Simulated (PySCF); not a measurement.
SMILES C[Se] (CH3Se), doublet at its B3LYP/def2-SVP optimised geometry (Å):

```
5

C     -0.2011    -0.6240     0.0000
Se    -0.8978     1.2000     0.0000
H     -0.5937    -1.2000    -0.8490
H     -0.5487    -1.0932     0.9356
H      0.8978    -0.6240     0.0000
```

Calculation: PySCF 2.14.0 with unrestricted B3LYP/def2-TZVP.

Map of the log10 of the electron density (e/bohr³), floored at −4 on the plane z = 1.5 Å:

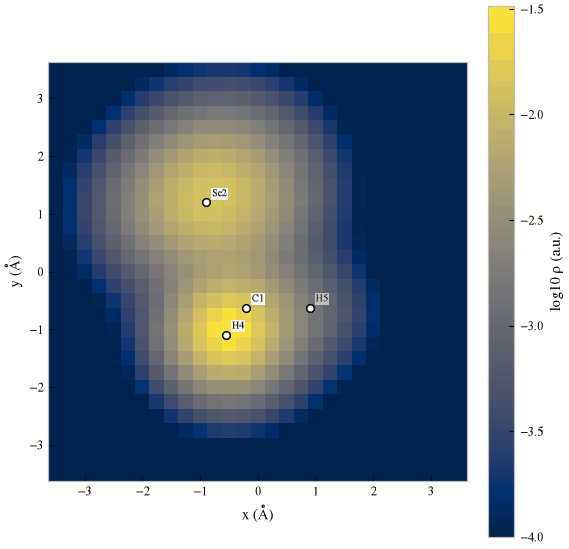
*Log10 of the electron density (e/bohr³), floored at −4 on the plane z = 1.5 Å.*
